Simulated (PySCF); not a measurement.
# Atomic calculation, with input and output: Ga²⁺

Ga²⁺, configuration 1s2 2s2 2p6 3s2 3p6 3d10 4p1, multiplicity 2. Computed at this level: unrestricted PBE0, x2c-QZVPPall plus 1 even-tempered diffuse shell per l, spin-free X2C-1e, Gaussian nucleus (PySCF).

## Results in brief

| quantity | value |
| --- | --- |
| outcome | converged |
| total energy | −1942.3592 hartree |
| ⟨S²⟩ | 0.751 |
| ⟨L²⟩ | 2.00 |
| SCF iterations | 7 |
| hardware | 1 CPU thread, shared host |
| CPU time | 3.6 s (integrals apart) |

## Notes

The driver held the occupations shell by shell, and empty s levels lie below the filled 4p. This is not the ground configuration of the species.

## Input
```python
from pyscf import gto, scf, dft, mp, cc
import basis_set_exchange as bse
mol = gto.M(atom="Ga 0 0 0", charge=2, spin=1, symmetry="D2h",
            basis=gto.basis.parse(bse.get_basis("x2c-QZVPPall", elements=["Ga"], fmt="nwchem", augment_diffuse=1)),
            nucmod="G")
mf = dft.UKS(mol, xc="PBE0").sfx2c1e()
mf.irrep_nelec = {'Ag': (5, 5), 'B1g': (1, 1), 'B2g': (1, 1), 'B3g': (1, 1), 'B1u': (2, 2), 'B2u': (3, 2), 'B3u': (2, 2)}
mf.kernel()
```

The script is an equivalent of what the driver set up; the driver started from orbitals of its own, so the log can be shorter than this script's would be, and it computed the properties (radii, ⟨L²⟩, response) afterwards. It held the occupations shell by shell, which the script's counts by irreducible representation don't always enforce.

## Log (extracts)
```
damping factor = 0
level_shift factor = 0
DIIS = <class 'pyscf.scf.diis.CDIIS'>
diis_start_cycle = 1
diis_space = 10
diis_damp = 0
SCF conv_tol = 1e-09
SCF conv_tol_grad = None
number electrons alpha = 15  beta = 14
XC functionals = PBE0
    C. Adamo and V. Barone.,  J. Chem. Phys. 110, 6158 (1999)
    M. Ernzerhof and G. E. Scuseria.,  J. Chem. Phys. 110, 5029 (1999)
cycle= 1 E= -1942.35777211131  delta_E= -0.0123  |g|= 0.109  |ddm|= 0.112
cycle= 2 E= -1942.3566101545  delta_E= 0.00116  |g|= 0.165  |ddm|= 0.0545
cycle= 3 E= -1942.35918940071  delta_E= -0.00258  |g|= 0.00645  |ddm|= 0.0245
cycle= 4 E= -1942.35919580133  delta_E= -6.4e-06  |g|= 0.000765  |ddm|= 0.00212
cycle= 5 E= -1942.35919599514  delta_E= -1.94e-07  |g|= 9.5e-05  |ddm|= 0.000805
cycle= 6 E= -1942.35919599875  delta_E= -3.61e-09  |g|= 1.73e-05  |ddm|= 0.000101
cycle= 7 E= -1942.35919599882  delta_E= -6.57e-11  |g|= 5.85e-07  |ddm|= 1.29e-05
converged SCF energy = -1942.35919599882  <S^2> = 0.75086537  2S+1 = 2.0008652
```

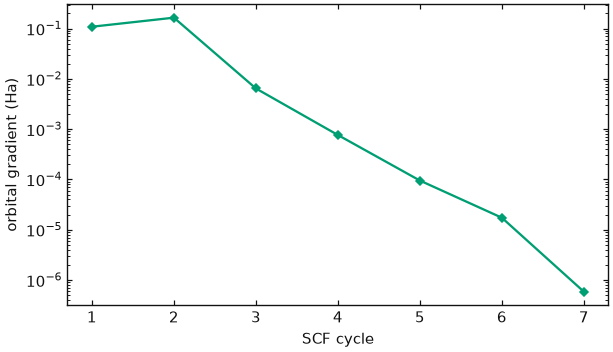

*Convergence: orbital gradient against the SCF cycle.*

The residual falls almost steadily, with no more than small rises or pauses. It goes from 0.11 to 5.9×10⁻⁷ in 7 steps.

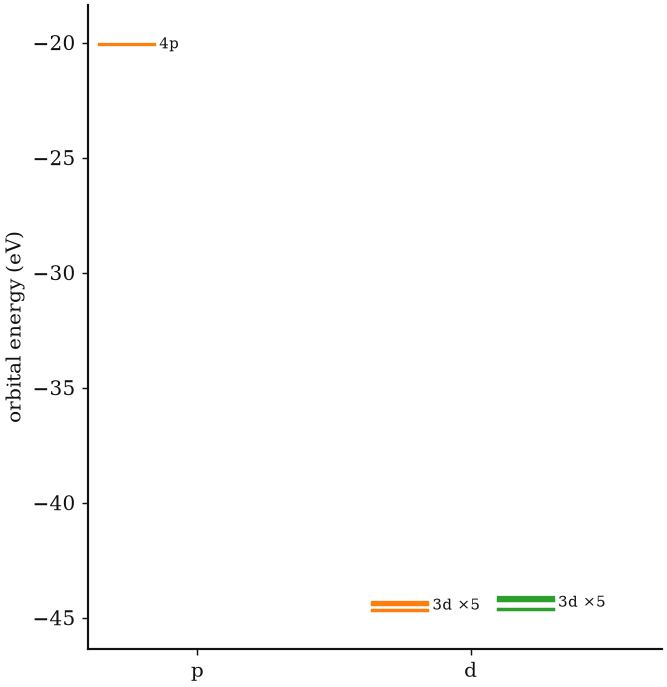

*Orbital energies of the mean field, from the top down to −44.6 eV, by angular momentum, α spin at the left of each column and β at the right; ×n counts the orbitals under one label. Empty levels that the record names by l alone aren't drawn.*

The highest filled orbital is 4p α at −20.1 eV, the lowest empty one s α at −26.1 eV.
